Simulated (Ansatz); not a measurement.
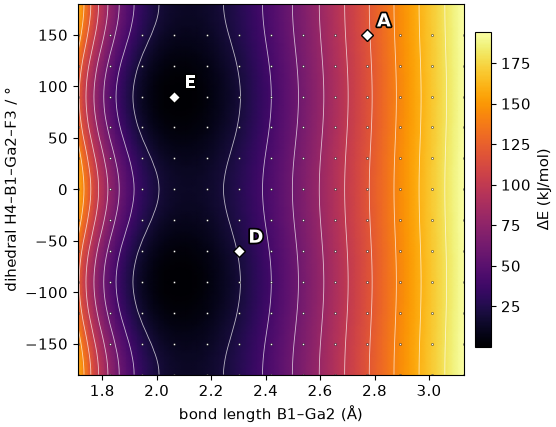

BFGaH₃, SMILES [BH2][GaH][F]. Coordinates scanned: (1) bond length B1–Ga2; (2) dihedral H4–B1–Ga2–F3. Nothing is relaxed (all other coordinates rigid). Grid: 13 × 12 points; 143 points were computed and 13 follow by symmetry. Points are written as (first, second). All energies are given in kJ/mol relative to the relaxed molecule at the same level. The reference is spin-restricted, which grows unreliable where a bond is stretched far. Level of theory: RKS B3LYP-D4/def2-TZVP (Ansatz).

The picture shows a smooth colour map with a few white contour lines, dots at the grid points, lettered points. Between grid points the surface is interpolated.

> What kind of point is each of A, D, E: minimum, saddle, maximum or slope?

A: on a slope; D: on a slope; E: minimum. (In these two coordinates alone; a stationary point may lie a little off the grid point.)

> Rank the lettered points by energy, lowest first.

E (0.25 kJ/mol), D (21 kJ/mol), A (118 kJ/mol).
